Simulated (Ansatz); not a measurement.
**Effect of Lu → Be on Lu**

The reference is Lu in the hcp (Mg type) structure (space group P6_3/mmc, No. 194; a = 3.445 Å, c = 5.349 Å).

One thing is altered: full substitution Lu → Be; the structure is relaxed again.

Level of theory: plane-wave PAW DFT at the PBEsol level (Ansatz, a first-principles code, 420 eV), without spin-orbit coupling. Settings: 23×23×13 k-points, 0.05 eV Fermi–Dirac smearing, for the changed cell.

The volume per atom decreases by 19.65 Å³, from 27.49 Å³ to 7.84 Å³ and the density decreases by 8.66 g/cm³, from 10.57 g/cm³ to 1.91 g/cm³. The c/a ratio grows by 0.0215 to 1.574 and the space group remains P6_3/mmc (No. 194). The band gap is still zero.

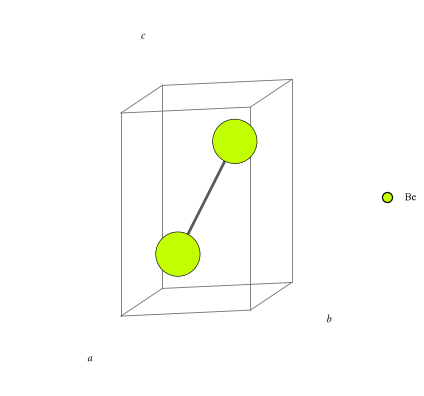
*The relaxed conventional cell after the change*

Stability against distortions was not tested.
